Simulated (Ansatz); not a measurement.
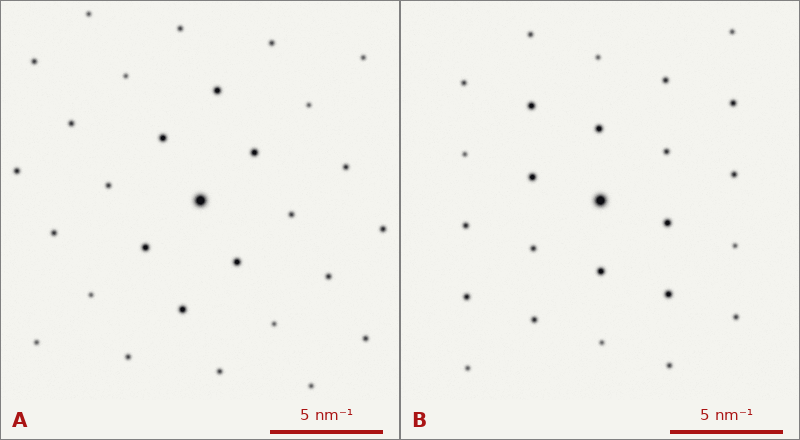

Kinematic electron diffraction patterns (120 kV, B = 0.5 Å², same scale, each along a low-index zone) of two structures of composition HfF2, each relaxed at zero pressure with DFT PBE, scalar-relativistic, plane waves, PAW (Ansatz 0.2.0).

The structures (standard cells):
1. I4/mmm (No. 139), a = 4.010 Å, c = 4.796 Å, 6 atoms; generated start, possibly hypothetical
2. Fm-3m (No. 225), a = 5.397 Å, 12 atoms; generated start, possibly hypothetical

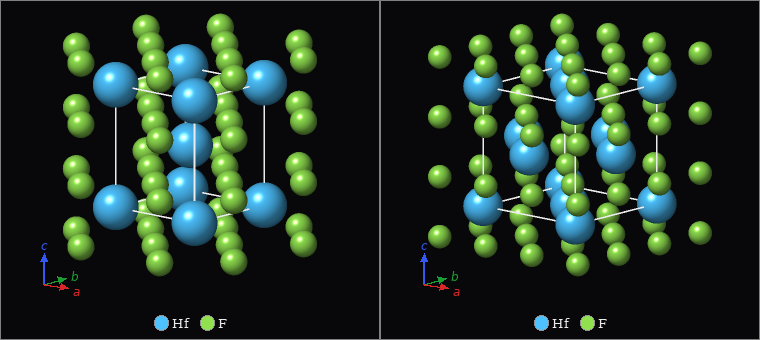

Drawings of the structures 1 to 2, from left to right (each may span several cells).

Which pattern belongs to which structure, and along which zone?

A is structure 1 along [100] or an equivalent direction: centred rectangular net of 0 1 -1 at d = 3.08 Å and 0 1 1 at d = 3.08 Å, 79.8° apart. B is structure 2 along [110] or an equivalent direction: centred rectangular net of -1 1 -1 at d = 3.12 Å and -1 1 1 at d = 3.12 Å, 70.5° apart.

Which structure lies lowest at this level of theory, and by how much?

Structure 1 (I4/mmm, 12.85 Å³ an atom) is the lowest of these; structure 2 (Fm-3m, 13.10 Å³ an atom) lies about 44 meV an atom higher. These are static energies at 0 K; other structures, not shown, may lie lower still.
